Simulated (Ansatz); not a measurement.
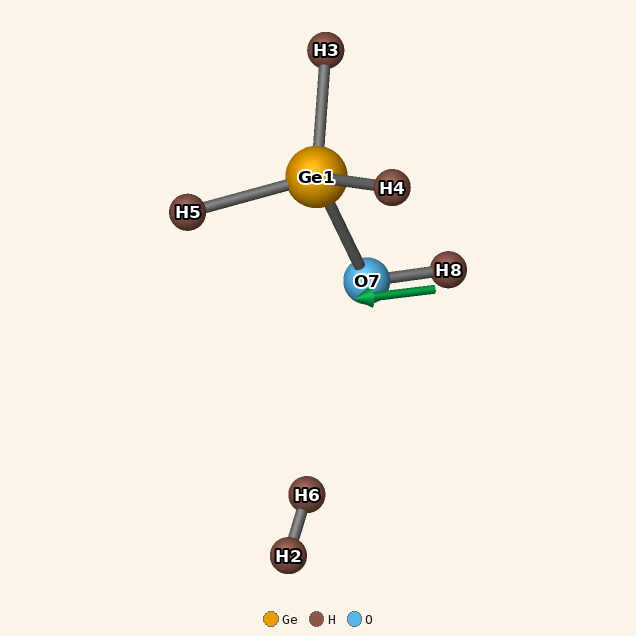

The arrows show one normal mode. Harmonic vibrations computed with RKS PBE0-D4/def2-TZVP (Ansatz 0.2.0) at a stationary point of the same level.

What kind of motion is it?

Answer. Mostly O–H stretching.

At what wavenumber does it lie?

Answer. 3901 cm⁻¹; it is mode 17 of 18 counted from the lowest.
